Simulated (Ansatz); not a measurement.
# ClF₂HSi + HBr: a complex and its separated parts, part 2 of 2

Ansatz 0.2.0, Gaussian basis. Earlier steps stand in the parts before.

**14. wB97X-V/def2-TZVPP**

The inputs:

parta/in.yaml

```yaml
crystal:
  periodic: [false, false, false]
  atoms:
    - {symbol: Si, position_ang: [-0.604255, 0.441818, -0.789715]}
    - {symbol: F, position_ang: [-1.306706, 1.209934, -1.974211]}
    - {symbol: F, position_ang: [-1.518084, 0.592515, 0.486483]}
    - {symbol: H, position_ang: [-0.460835, -0.974852, -1.132877]}
    - {symbol: Cl, position_ang: [1.185372, 1.298626, -0.420965]}
basis:
  gaussian: {orbitals: def2-TZVPP}
hamiltonian: {xc: {name: wB97X-V}}
```

partb/in.yaml

```yaml
crystal:
  periodic: [false, false, false]
  atoms:
    - {symbol: Br, position_ang: [0.991074, -1.895121, 1.944183]}
    - {symbol: H, position_ang: [1.713332, -0.673018, 1.887102]}
basis:
  gaussian: {orbitals: def2-TZVPP}
hamiltonian: {xc: {name: wB97X-V}}
```

One command serves all of them, each in its own folder.

Run with:

```console
> ansatz run in.yaml --threads 8 --pin off --events-out ev --progress --plain --max-ram 19148MiB
```

Log of parta, shortened:

```text
Functional definition: wB97X-V
  name "wB97X-V"
  cite "Mardirossian & Head-Gordon, Phys. Chem. Chem. Phys. 16, 9904 (2014) doi:10.1039/C3CP54374A"
  cite "Becke, J. Chem. Phys. 107, 8554 (1997) doi:10.1063/1.475007"
  cite "Vydrov & Van Voorhis, J. Chem. Phys. 133, 244103 (2010) doi:10.1063/1.3521275"
[...]
      + integral(e_c_pw_opposite_spin*poly(b97_u_opposite, cos0, cos1)) + vv10(b, c)
972 factors; their error is unknown
166 factors; integrals over basis functions are off by at most 3.7e-5 eV
[...]
mean field -25853.60977433 eV, -950.1026350006 hartree, gradient 5.3e-5 eV, S^2 0.000000; 0 other end points of the search recorded, 0 dependent functions left out
reference -25853.60977287 eV, -950.1026349469 hartree; 25, 25 occupied and 135, 135 virtual orbitals, 972 factors
Total energy: -25853.60977287 eV, -950.1026349469 hartree
```

Output in partb, shortened:

```text
[... 5 set-up lines as earlier in the session ...]
[...]
      + integral(e_c_pw_opposite_spin*poly(b97_u_opposite, cos0, cos1)) + vv10(b, c)
472 factors; their error is unknown
73 factors; integrals over basis functions are off by at most 1.1e-4 eV
[...]
mean field -70056.29630328 eV, -2574.5214032825 hartree, gradient 1.2e-5 eV, S^2 0.000000; 0 other end points of the search recorded, 0 dependent functions left out
reference -70056.29630222 eV, -2574.5214032434 hartree; 18, 18 occupied and 44, 44 virtual orbitals, 472 factors
Total energy: -70056.29630222 eV, -2574.5214032434 hartree
```

Wall times: 1.5 s (parta), 0.35 s (partb) on 8 threads of Arm Neoverse V2, shared host.

**15. wB97M-V/def2-TZVPP**

Each input of step 14 (parta, partb) changes in the same lines:

```diff
-hamiltonian: {xc: {name: wB97X-V}}
+hamiltonian: {xc: {name: wB97M-V}}
```

Each run has its own folder and the same command.

Run with:

```console
> ansatz run in.yaml --threads 8 --pin off --events-out ev --progress --plain --max-ram 19148MiB
```

Log of parta, shortened:

```text
Functional definition: wB97M-V
  name "wB97M-V"
  cite "Mardirossian & Head-Gordon, J. Chem. Phys. 144, 214110 (2016) doi:10.1063/1.4952647"
[... 2 set-up lines as earlier in the session ...]
  # Of w^i u^j: cxij and so on, Table III.
[...]
  gx(w, u) = 1 - cx + cx01*u + cx10*w
[...]
      + integral(e_c_pw_mod_opposite_spin*gos(b97_w_opposite, b97_u_opposite)) + vv10(b, c)
972 factors; their error is unknown
166 factors; integrals over basis functions are off by at most 3.7e-5 eV
[...]
mean field -25856.24782567 eV, -950.1995815991 hartree, gradient 6.9e-5 eV, S^2 0.000000; 0 other end points of the search recorded, 0 dependent functions left out
reference -25856.24786152 eV, -950.1995829165 hartree; 25, 25 occupied and 135, 135 virtual orbitals, 972 factors
Total energy: -25856.24786152 eV, -950.1995829165 hartree
```

Output in partb, shortened:

```text
[... 5 set-up lines as earlier in the session ...]
  # Of w^i u^j: cxij and so on, Table III.
[...]
  gx(w, u) = 1 - cx + cx01*u + cx10*w
[...]
      + integral(e_c_pw_mod_opposite_spin*gos(b97_w_opposite, b97_u_opposite)) + vv10(b, c)
467 factors; their error is unknown
73 factors; integrals over basis functions are off by at most 1.1e-4 eV
[...]
mean field -70058.67555658 eV, -2574.6088392285 hartree, gradient 8.6e-6 eV, S^2 0.000000; 0 other end points of the search recorded, 0 dependent functions left out
reference -70058.67558239 eV, -2574.6088401769 hartree; 18, 18 occupied and 44, 44 virtual orbitals, 467 factors
Total energy: -70058.67558239 eV, -2574.6088401769 hartree
```

Wall times: 1.9 s (parta), 0.4 s (partb) on 8 threads of Arm Neoverse V2, shared host.

**16. B2PLYP/def2-TZVPP**

Each input of step 15 (parta, partb) changes in the same lines:

```diff
-hamiltonian: {xc: {name: wB97M-V}}
+hamiltonian: {xc: {name: B2PLYP}}
```

The same command starts each run, in its folder.

Run with:

```console
> ansatz run in.yaml --threads 8 --pin off --events-out ev --progress --plain --max-ram 19148MiB
```

Log of parta, shortened:

```text
Functional definition: B2PLYP
  name "B2PLYP"
  cite "Grimme, J. Chem. Phys. 124, 034108 (2006) doi:10.1063/1.2148954"
[... 2 set-up lines as earlier in the session ...]
[...]
986 factors; integrals over basis functions are off by at most 7.4e-4 eV
[...]
mean field -25842.07445096 eV, -949.6787196855 hartree, gradient 5.6e-6 eV, S^2 0.000000; 0 other end points of the search recorded, 0 dependent functions left out
12 core orbitals not correlated: weight in the atoms' cores, before any rotation towards them, 1.000 or more for the frozen orbitals, at most 0.000 for the correlated occupied ones
reference -25842.07458568 eV, -949.6787246365 hartree; 13, 13 occupied and 135, 135 virtual orbitals, 986 factors
second order -26.00802573 eV of doubles, -0.00000000 eV of singles
Total energy: -25849.09675263 eV, -949.9367845120 hartree
```

Output in partb, shortened:

```text
[... 5 set-up lines as earlier in the session ...]
[...]
399 factors; integrals over basis functions are off by at most 1.5e-3 eV
[...]
mean field -70049.78221031 eV, -2574.2820147810 hartree, gradient 1.6e-6 eV, S^2 0.000000; 0 other end points of the search recorded, 0 dependent functions left out
9 core orbitals not correlated: weight in the atoms' cores, before any rotation towards them, 1.000 or more for the frozen orbitals, at most 0.000 for the correlated occupied ones
reference -70049.78231104 eV, -2574.2820184830 hartree; 9, 9 occupied and 44, 44 virtual orbitals, 399 factors
second order -9.24625147 eV of doubles, -0.00000000 eV of singles
Total energy: -70052.27879894 eV, -2574.3737627211 hartree
```

They took 1.1 s (parta), 0.25 s (partb) on 8 threads of Arm Neoverse V2, shared host.

**17. PBE-QIDH/def2-TZVPP**

Each input of step 16 (parta, partb) changes in the same lines:

```diff
-hamiltonian: {xc: {name: B2PLYP}}
+hamiltonian: {xc: {name: PBE-QIDH}}
```

One command serves all of them, each in its own folder.

Run with:

```console
> ansatz run in.yaml --threads 8 --pin off --events-out ev --progress --plain --max-ram 19148MiB
```

parta printed, shortened:

```text
Functional definition: PBE-QIDH
  name "PBE-QIDH"
  cite "Brémond, Sancho-García, Pérez-Jiménez & Adamo, J. Chem. Phys. 141, 031101 (2014) doi:10.1063/1.4890314"
[... 1 set-up line as earlier in the session ...]
[...]
986 factors; integrals over basis functions are off by at most 7.4e-4 eV
[...]
mean field -25832.80790009 eV, -949.3381802221 hartree, gradient 3.8e-6 eV, S^2 0.000000; 0 other end points of the search recorded, 0 dependent functions left out
12 core orbitals not correlated: weight in the atoms' cores, before any rotation towards them, 1.000 or more for the frozen orbitals, at most 0.000 for the correlated occupied ones
reference -25832.80790920 eV, -949.3381805571 hartree; 13, 13 occupied and 135, 135 virtual orbitals, 986 factors
second order -24.29343011 eV of doubles, -0.00000000 eV of singles
Total energy: -25840.90571924 eV, -949.6357695871 hartree
```

Output in partb, shortened:

```text
[... 4 set-up lines as earlier in the session ...]
[...]
399 factors; integrals over basis functions are off by at most 1.5e-3 eV
[...]
mean field -70043.31089585 eV, -2574.0441983612 hartree, gradient 9.0e-7 eV, S^2 0.000000; 0 other end points of the search recorded, 0 dependent functions left out
9 core orbitals not correlated: weight in the atoms' cores, before any rotation towards them, 1.000 or more for the frozen orbitals, at most 0.000 for the correlated occupied ones
reference -70043.31090297 eV, -2574.0441986228 hartree; 9, 9 occupied and 44, 44 virtual orbitals, 399 factors
second order -8.68135184 eV of doubles, -0.00000000 eV of singles
Total energy: -70046.20468692 eV, -2574.1505432214 hartree
```

Times: 1.1 s (parta), 0.25 s (partb) on 8 threads of Arm Neoverse V2, shared host.

**18. RPA on PBE/def2-TZVPP**

The same edit goes into each in.yaml of step 17 (parta, partb):

```diff
-hamiltonian: {xc: {name: PBE-QIDH}}
+hamiltonian: {xc: pbe}
+correlation: {method: rpa}
```

The same command starts each run, in its folder.

Run with:

```console
> ansatz run in.yaml --threads 8 --pin off --events-out ev --progress --plain --max-ram 19148MiB
```

parta printed, shortened:

```text
[... 4 set-up lines as earlier in the session ...]
[...]
986 factors; integrals over basis functions are off by at most 7.4e-4 eV
[...]
mean field -25844.12044335 eV, -949.7539085190 hartree, gradient 5.7e-6 eV, S^2 0.000000; 0 other end points of the search recorded, 0 dependent functions left out
12 core orbitals not correlated: weight in the atoms' cores, before any rotation towards them, 1.000 or more for the frozen orbitals, at most 0.000 for the correlated occupied ones
reference -25800.58915278 eV, -948.1541630974 hartree; 13, 13 occupied and 135, 135 virtual orbitals, 986 factors
Total energy: -25834.44283840 eV, -949.3982630969 hartree
```

Log of partb, shortened:

```text
[... 4 set-up lines as earlier in the session ...]
[...]
399 factors; integrals over basis functions are off by at most 1.5e-3 eV
[...]
mean field -70052.13672553 eV, -2574.3685416195 hartree, gradient 4.0e-6 eV, S^2 0.000000; 0 other end points of the search recorded, 0 dependent functions left out
9 core orbitals not correlated: weight in the atoms' cores, before any rotation towards them, 1.000 or more for the frozen orbitals, at most 0.000 for the correlated occupied ones
reference -70014.55930299 eV, -2572.9875968121 hartree; 9, 9 occupied and 44, 44 virtual orbitals, 399 factors
Total energy: -70026.49300031 eV, -2573.4261520998 hartree
```

They took 0.95 s (parta), 0.25 s (partb) on 8 threads of Arm Neoverse V2, shared host.

**19. CCSD(T)/def2-TZVPP**

Each input of step 18 (parta, partb) changes in the same lines:

```diff
-hamiltonian: {xc: pbe}
-correlation: {method: rpa}
+correlation: {method: ccsd_t}
```

Each run has its own folder and the same command.

Run with:

```console
> ansatz run in.yaml --threads 8 --pin off --events-out ev --progress --plain --max-ram 19148MiB
```

parta printed, shortened:

```text
Functional definition: HF
  name "HF"
  cite "Fock, Z. Phys. 61, 126 (1930) doi:10.1007/BF01340294"
[... 1 set-up line as earlier in the session ...]
[...]
986 factors; integrals over basis functions are off by at most 7.4e-4 eV
[...]
mean field -25802.04897717 eV, -948.2078106540 hartree, gradient 3.5e-6 eV, S^2 0.000000; 0 other end points of the search recorded, 0 dependent functions left out
12 core orbitals not correlated: weight in the atoms' cores, before any rotation towards them, 1.000 or more for the frozen orbitals, at most 0.000 for the correlated occupied ones
reference -25802.04897717 eV, -948.2078106540 hartree; 13, 13 occupied and 135, 135 virtual orbitals, 986 factors
second order -21.81587619 eV of doubles, -0.00000000 eV of singles
cycle   1  -21.93034821 eV  change   -1.1e-1 eV  update   9.0e-2
[...]
cycle   9  -22.43698888 eV  change   -5.8e-6 eV  update   7.6e-6
perturbative correction -0.71794225 eV, -0.0263838910 hartree
Total energy: -25825.20390830 eV, -949.0587386782 hartree
```

Output in partb, shortened:

```text
[... 4 set-up lines as earlier in the session ...]
[...]
399 factors; integrals over basis functions are off by at most 1.5e-3 eV
[...]
mean field -70014.93825466 eV, -2573.0015230290 hartree, gradient 1.4e-6 eV, S^2 0.000000; 0 other end points of the search recorded, 0 dependent functions left out
9 core orbitals not correlated: weight in the atoms' cores, before any rotation towards them, 1.000 or more for the frozen orbitals, at most 0.000 for the correlated occupied ones
reference -70014.93825466 eV, -2573.0015230290 hartree; 9, 9 occupied and 44, 44 virtual orbitals, 399 factors
second order -7.83907718 eV of doubles, -0.00000000 eV of singles
cycle   1  -7.92766648 eV  change   -8.9e-2 eV  update   4.5e-2
[...]
cycle   7  -8.11362974 eV  change   -4.2e-6 eV  update   1.2e-5
perturbative correction -0.24161081 eV, -0.0088790335 hartree
Total energy: -70023.29349520 eV, -2573.3085724557 hartree
```

Times: 8.5 s (parta), 0.3 s (partb) on 8 threads of Arm Neoverse V2, shared host; peak memory 1.2 GiB.

**20. Vibrations of ClF₂HSi**

File vib-parta/in.yaml:

```yaml
crystal:
  periodic: [false, false, false]
  atoms:
    - {symbol: Si, position_ang: [-0.604255, 0.441818, -0.789715]}
    - {symbol: F, position_ang: [-1.306706, 1.209934, -1.974211]}
    - {symbol: F, position_ang: [-1.518084, 0.592515, 0.486483]}
    - {symbol: H, position_ang: [-0.460835, -0.974852, -1.132877]}
    - {symbol: Cl, position_ang: [1.185372, 1.298626, -0.420965]}
basis:
  gaussian: {orbitals: def2-TZVP}
hamiltonian: {xc: pbe0, dispersion: d4}
phonons: {temperatures: {t_min: 298.15, t_max: 900, t_step: 200}}
```

Run with:

```console
> ansatz run in.yaml --threads 8 --pin off --events-out ev --progress --plain --max-ram 19148MiB
```

The program printed, shortened:

```text
[... 5 set-up lines as earlier in the session ...]
[...]
892 factors; their error is unknown
[...]
mean field -25845.91052411 eV, -949.8196927738 hartree, gradient 6.9e-5 eV, S^2 0.000000; 0 other end points of the search recorded, 0 dependent functions left out
[...]
Atom 2 at    -1.518084     0.592515     0.486483 Å, force    -0.000006     0.000039     0.000125 eV/Å
Atom 3 at    -0.460835    -0.974852    -1.132877 Å, force    -0.000018     0.000512     0.000164 eV/Å
Atom 4 at     1.185372     1.298626    -0.420965 Å, force    -0.000560    -0.000182    -0.000138 eV/Å
Dipole moment:     0.105795    -0.218318    -0.045695 e Å
Vibrations: 226.48 273.79 363.51 579.30 826.92 830.22 903.56 984.78 2339.52 cm⁻¹, zero-point energy 0.454283 eV
```

Run time: 14 s. Hardware: 8 threads of Arm Neoverse V2, shared host.

The modes, with what each moves most:

| mode | wavenumber (cm⁻¹) | character |
| --- | --- | --- |
| 1 | 226 | bend |
| 2 | 274 | bend |
| 3 | 364 | bend |
| 4 | 579 | Si–Cl stretch |
| 5 | 827 | bend |
| 6 | 830 | bend |
| 7 | 904 | Si–F stretch |
| 8 | 985 | Si–F stretch |
| 9 | 2340 | Si–H stretch |

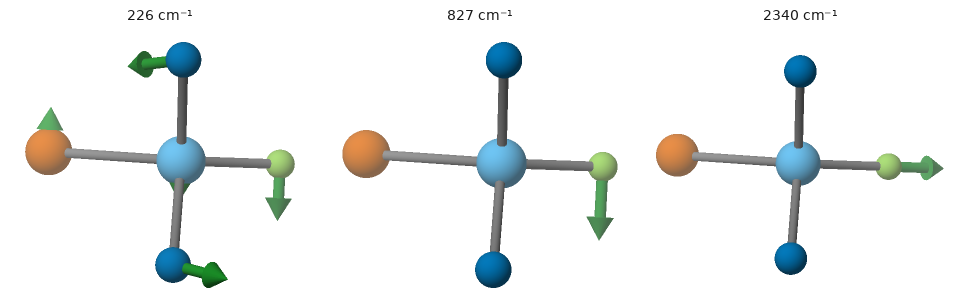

Displacements of 3 modes, as arrows.

Vibrational sums (real modes only):

| T (K) | entropy (J/mol/K) | heat capacity (J/mol/K) |
| --- | --- | --- |
| 298 | 23.8 | 34.5 |
| 498 | 45.7 | 50.4 |
| 698 | 64.1 | 58.5 |
| 898 | 79.5 | 63.3 |

**21. Vibrations of HBr**

File vib-partb/in.yaml:

```yaml
crystal:
  periodic: [false, false, false]
  atoms:
    - {symbol: Br, position_ang: [0.991074, -1.895121, 1.944183]}
    - {symbol: H, position_ang: [1.713332, -0.673018, 1.887102]}
basis:
  gaussian: {orbitals: def2-TZVP}
hamiltonian: {xc: pbe0, dispersion: d4}
phonons: {temperatures: {t_min: 298.15, t_max: 900, t_step: 200}}
```

Run with:

```console
> ansatz run in.yaml --threads 8 --pin off --events-out ev --progress --plain --max-ram 19148MiB
```

The program printed, shortened:

```text
[... 5 set-up lines as earlier in the session ...]
[...]
457 factors; their error is unknown
[...]
mean field -70054.57278171 eV, -2574.4580650328 hartree, gradient 2.1e-5 eV, S^2 0.000000; 0 other end points of the search recorded, 0 dependent functions left out
[...]
reference -70054.57272946 eV, -2574.4580631128 hartree; 18, 18 occupied and 36, 36 virtual orbitals, 457 factors
Total energy: -70054.57831836 eV, -2574.4582685011 hartree
Atom 0 at     0.991074    -1.895121     1.944183 Å, force     0.002300     0.003891    -0.000182 eV/Å
Atom 1 at     1.713332    -0.673018     1.887102 Å, force    -0.002300    -0.003891     0.000182 eV/Å
Dipole moment:     0.100841     0.170629    -0.007970 e Å
Vibrations: 2666.30 cm⁻¹, zero-point energy 0.165289 eV
```

Wall time 1.4 s (8 threads of Arm Neoverse V2, shared host).

Wavenumbers and character of the modes:

| mode | wavenumber (cm⁻¹) | character |
| --- | --- | --- |
| 1 | 2666 | Br–H stretch |

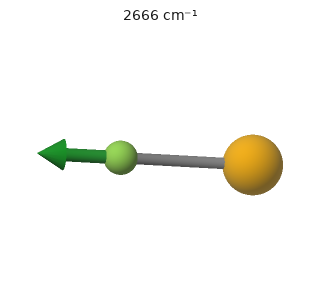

Displacements of 1 modes, as arrows.

Vibrational sums (real modes only):

| T (K) | entropy (J/mol/K) | heat capacity (J/mol/K) |
| --- | --- | --- |
| 298 | 0.0 | 0.0 |
| 498 | 0.0 | 0.2 |
| 698 | 0.2 | 1.0 |
| 898 | 0.6 | 2.2 |

**22. Complex less separated parts**

The complex's own energies come from single points at the same levels.

Rows are in def2-TZVPP; times add the 3 runs of a level on a shared host, so small differences are noise.

Differences are taken before rounding.

| method | rung | complex less parts (kJ/mol) | from CCSD(T) (kJ/mol) | time |
| --- | --- | --- | --- | --- |
| SPW92 | LDA | -12.0 | -6.0 | 1 s |
| PBE-D4 | GGA | -9.7 | -3.7 | 1.6 s |
| BLYP-D4 | GGA | -9.5 | -3.5 | 1.8 s |
| r2SCAN-D4 | meta-GGA | -7.6 | -1.6 | 3.8 s |
| B97M-V | meta-GGA | -7.7 | -1.7 | 6 s |
| PBE0-D4 | hybrid | -8.9 | -2.9 | 2.5 s |
| B3LYP-D4 | hybrid | -9.5 | -3.5 | 2.4 s |
| r2SCAN0-D4 | hybrid | -7.6 | -1.6 | 4.4 s |
| BHLYP-D4 | hybrid | -10.1 | -4.0 | 2.4 s |
| CAM-B3LYP-D4 | range-separated hybrid | -8.7 | -2.6 | 2.7 s |
| wB97X-V | range-separated hybrid | -8.0 | -2.0 | 5.5 s |
| wB97M-V | range-separated hybrid | -8.2 | -2.2 | 6.7 s |
| B2PLYP | double hybrid | -2.7 | +3.3 | 4 s |
| PBE-QIDH | double hybrid | -4.9 | +1.2 | 4 s |
| RPA on PBE | RPA | -4.6 | +1.4 | 3.6 s |
| Hartree-Fock | wavefunction | 2.0 | +8.0 |  |
| MP2 | wavefunction | -7.1 | -1.1 |  |
| CCSD | wavefunction | -4.9 | +1.1 |  |
| CCSD(T) | wavefunction | -6.0 | 0 | 93 s |

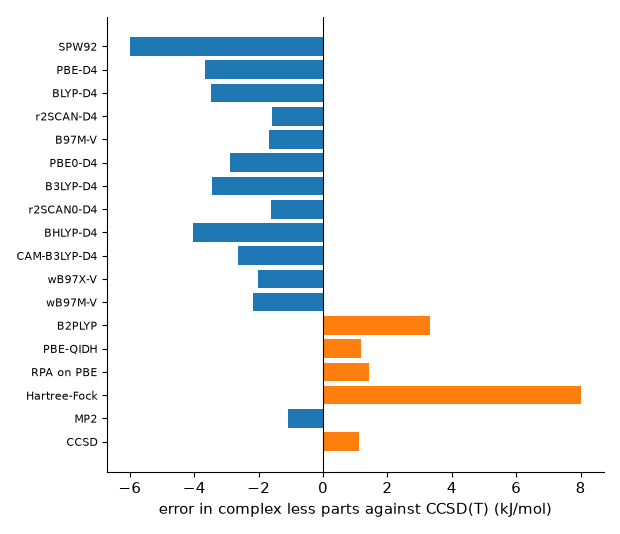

Deviations from CCSD(T), method by method.

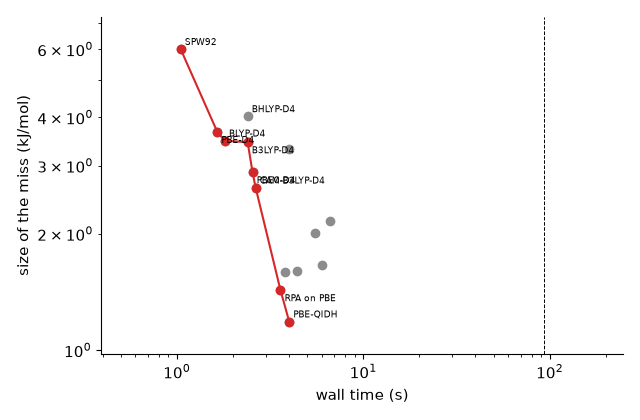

Miss against cost. Red marks the levels that no quicker level drawn beats (of those quicker than the yardstick), and the dashed line is the time of CCSD(T). Only those levels and the largest misses are named. Times are from a shared host.

For cost: PBE-QIDH gets within 1.2 kJ/mol in 4 s, where CCSD(T) took 93 s; the quickest level in the cost chart, SPW92, takes 1 s and misses by 6.0 kJ/mol.

The complex's zero-point energy, from a separate PBE0-D4 run, is 0.636 eV.

**23. Summary of results**

This closing draws on all 2 parts.

| quantity | value |
| --- | --- |
| complex less parts, CCSD(T)/def2-TZVPP | -6.0 kJ/mol |
| with zero-point energy | -4.5 kJ/mol |
| largest T1 diagnostic | 0.011 |

In words: At CCSD(T) the complex lies 6.0 kJ/mol below its parts. PBE-QIDH is the best functional here (+1.2 kJ/mol from CCSD(T)); SPW92 is the worst (-6.0 kJ/mol). By rung, the mean size of the error is: LDA 6.0, GGA 3.6, meta-GGA 1.6, hybrid 3.0, range-separated hybrid 2.3, double hybrid 2.3 kJ/mol. The double hybrids carry no dispersion term here, unlike the levels marked D4 or V. PBE-D4 gives a relative energy 3.7 kJ/mol too low, an error of 61 % of the reference. No counterpoise was applied, and triple zeta lacks some correlation, so the CCSD(T) reference has a basis error of its own, and close matches with it are partly luck.
